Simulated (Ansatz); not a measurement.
# From O to Se: the atomisation energy (no zero-point term)

Gas-phase molecules, one atom swapped for its congeners: B(CH3)2(OH); B(CH3)2(SH); B(CH3)2(SeH). All are singlets with charge 0.

Shapes, held fixed at every level: PBE0-D4/def2-TZVP. Programs: Ansatz 0.2.0. Values in eV.

```tsv
level	B(CH3)2(OH)	B(CH3)2(SH)	B(CH3)2(SeH)
HF/def2-SVP	35.21	33.33	32.52
SPW92/def2-TZVPP	51.44	48.37	47.46
B3LYP-D4/def2-TZVPP	45.55	42.95	42.06
BHLYP-D4/def2-TZVPP	44.49	42.13	41.23
r2SCAN0-D4/def2-TZVPP	45.17	42.79	41.89
CCSD/def2-TZVPP	43.96	41.37	40.57
CCSD(T)/def2-TZVPP	44.46	41.87	41.07
```

At CCSD(T)/def2-TZVPP the atomisation energy falls at every step, from 44.46 to 41.07 eV. Every level shows the same order. Relativity is left out for Se. Outer-core shells of Se are correlated, in sets that cover them unevenly. Spin-orbit coupling, which grows down the group, is left out (summed over each molecule's free atoms 0.02, 0.03, 0.13 eV). Coupled cluster in double- or triple-zeta sets underbinds by a few per cent against its basis-set limit. CCSD also lacks the triples, which bind further.

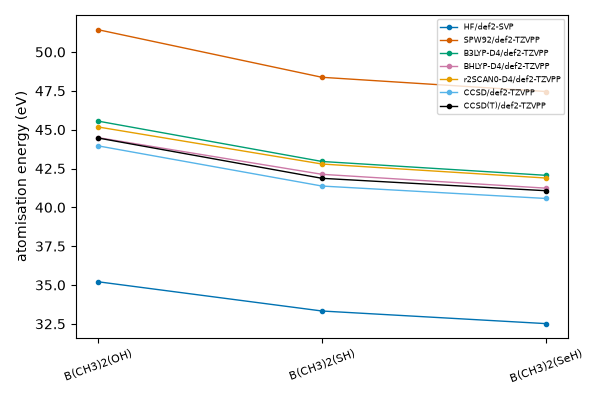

The trend along the series, level by level.
